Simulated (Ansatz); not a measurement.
# Calculations on C3H6N2O

Part 1: Relaxation

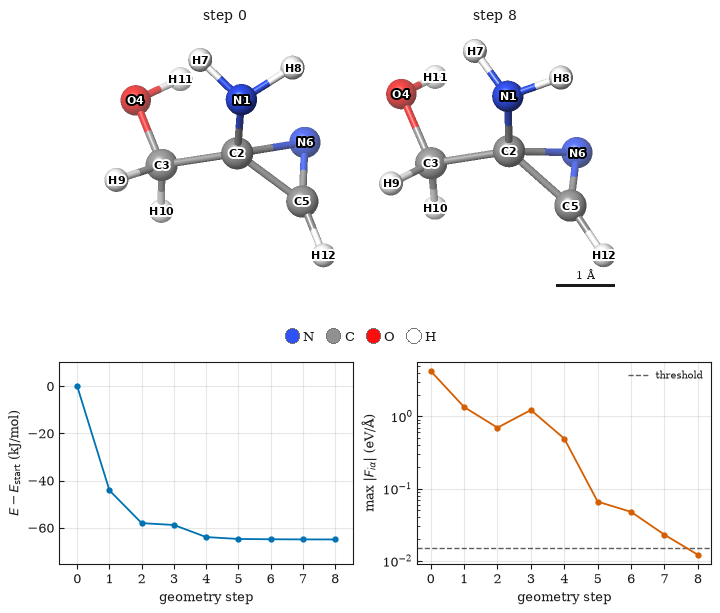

First and last geometry of a relaxation of C$_{3}$H$_{6}$N$_{2}$O, with the history of the run. A ball-and-stick model, seen at a tilt.

The run prepares an end point of a later path (inversion) calculation, from a guessed geometry.

Level of theory: RKS PBE0-D4/def2-SVP (Ansatz 0.2.0).

The input:
```yaml
crystal:
  periodic: [false, false, false]
  atoms:
    - { symbol: "N", position_ang: [-0.1318, 1.3233, 0.8217] }
    - { symbol: C, position_ang: [0.164, 0.3323, -0.1714] }
    - { symbol: C, position_ang: [0.5128, -1.0381, 0.2953] }
    - { symbol: O, position_ang: [-0.5011, -1.6159, 0.9685] }
    - { symbol: C, position_ang: [0.3197, 0.76, -1.5335] }
    - { symbol: "N", position_ang: [-0.8513, 0.401, -1.3064] }
    - { symbol: H, position_ang: [-0.4641, 0.9049, 1.6703] }
    - { symbol: H, position_ang: [-0.9855, 1.8509, 0.4609] }
    - { symbol: H, position_ang: [1.3809, -0.9705, 1.0608] }
    - { symbol: H, position_ang: [0.8421, -1.693, -0.4943] }
    - { symbol: H, position_ang: [-1.3409, -1.4863, 0.3889] }
    - { symbol: H, position_ang: [1.1321, 1.1762, -2.1267] }
basis:
  gaussian: { orbitals: def2-SVP }
hamiltonian:
  xc: pbe0
  dispersion: d4
relax:
  f_tol: 0.015
  max_steps: 40
```

Launched with:
```bash
ansatz run input.yaml --threads 2 --pin off --max-ram 3072MiB --backend cpu --events-out ev --progress --plain --runs-dir out
```

What do the curves and the structures tell?

Answer. It converged. The atom that moves furthest after the best rigid fit is H8 (0.38 Å). By element the largest moves are H 0.38 Å, N 0.19 Å, O 0.17 Å, C 0.12 Å. Among the contacts that change: O4–H11 1.029 → 0.965 Å, C3–O4 1.347 → 1.405 Å, C3–H9 1.159 → 1.102 Å, N1–H8 1.066 → 1.015 Å. Among the angles between lasting bonds that change: N6–C5–H12 155.7° → 137.8°, C2–C5–H12 135.4° → 152.7°, N1–C2–N6 110.3° → 119.4°. After 8 geometry steps the energy has fallen by 64.9 kJ/mol. The largest force component goes from 4.3 to 0.012 eV/Å.

| step | E − E(0), kJ/mol | largest force component, eV/Å |
| --- | --- | --- |
| 0 | 0.00 | 4.2545 |
| 1 | -44.12 | 1.3487 |
| 2 | -57.97 | 0.6977 |
| 3 | -58.76 | 1.2249 |
| 4 | -63.87 | 0.4926 |
| 5 | -64.69 | 0.0661 |
| 6 | -64.81 | 0.0477 |
| 7 | -64.87 | 0.0230 |
| 8 | -64.89 | 0.0122 |

Part 2: Relaxation

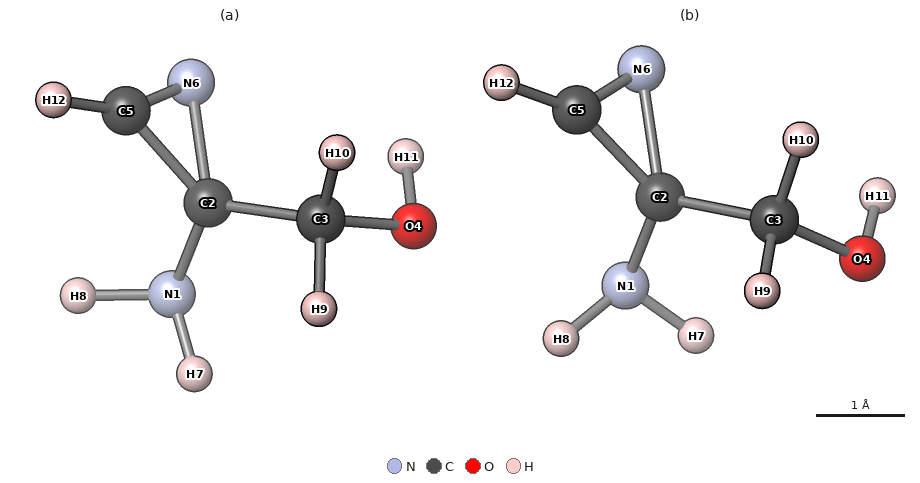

The structure of C$_{3}$H$_{6}$N$_{2}$O before (left) and after (right) a relaxation, at one scale.

The picture is a ball-and-stick view, seen at a tilt.

The run prepares an end point of a later path (inversion) calculation, from a guessed geometry.

All numbers below come from RKS PBE0-D4/def2-SVP in Ansatz 0.2.0. (no spin polarisation; force threshold 0.015 eV/Å; at most 40 steps)

Q: What changed between the two?

A: The largest move after the best rigid fit is that of H7, 0.89 Å. Largest moves by element: H 0.89 Å, O 0.39 Å, N 0.27 Å, C 0.18 Å. Near-neighbour distances that change, for instance: O4–H11 1.029 → 0.965 Å, C3–O4 1.347 → 1.405 Å, C3–H9 1.159 → 1.103 Å, N1–H8 1.066 → 1.016 Å. Bond angles that change, for instance: N6–C5–H12 155.7° → 138.9°, C2–C5–H12 135.4° → 151.8°, C2–N1–H8 105.8° → 112.9°. Groups turn about N1–C2 by about 45°, C2–C3 by about 20°. After 13 accepted moves (15 points after the start) the energy has fallen by 66.4 kJ/mol. The largest force component goes from 4.1 to 0.014 eV/Å. The line search rejected the trial steps at points 3, 8 of the run.

Part 3: Path

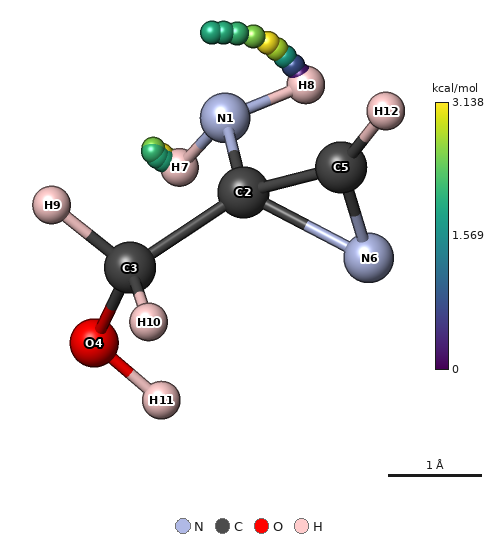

A nudged-elastic-band calculation for C$_{3}$H$_{6}$N$_{2}$O. Images are numbered from 0 (start) to 10 (end). The start is drawn whole; smaller spheres mark the moving atoms (H) in the later images, joined by lines and coloured by the energy of the image relative to the start. Style: ball-and-stick. Shown from a free direction.

Computed with Ansatz, RKS PBE0-D4/def2-SVP. Set-up: 9 movable images; climbing image; force threshold 0.03 eV/Å; iteration limit 58; starting path through a guess of the saddle point.

**What moves, how far, and at what cost in energy?**

The motion is an umbrella inversion at N1. No bond forms or breaks between the ends. Bond angles that change up to the highest image, for instance: H7–N1–H8 109.4° → 119.4°, C2–N1–H8 112.7° → 121.9°. Forward barrier 3.14 kcal/mol, backward barrier 1.19 kcal/mol, with image 6 at the top; the reaction energy is +1.95 kcal/mol. The band converged in 11 iterations, with a climbing image at the top. At the top, the vibrational analysis gives one imaginary mode (483i cm⁻¹), as a transition state must have.
